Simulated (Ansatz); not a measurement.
The relaxation started from an entry of Materials Project.

One stationary structure of Cd(HO)2. All values below come from r2SCAN (plane waves to 500 eV, PAW, scalar-relativistic; Ansatz, a first-principles code).

P-3m1 (No. 164), hP5; a = b = 3.5174 Å, c = 4.6569 Å, α = β = 90.00°, γ = 120.00°.

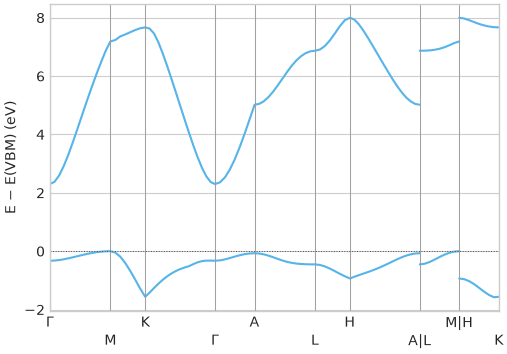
Figure: Highest filled and lowest empty band along the path of this cell's Brillouin zone

**Question.** Read off the gap and say whether it is direct.

**Answer.** 2.30 eV, indirect (valence top at M, conduction bottom at Γ) (no spin-orbit coupling).

**Question.** How far does the top valence band disperse along this path?

**Answer.** About 1.6 eV.

No spin polarisation in the result.

The run could not lose the symmetry of its start; a randomly shaken copy of 5 atoms returns to this structure.
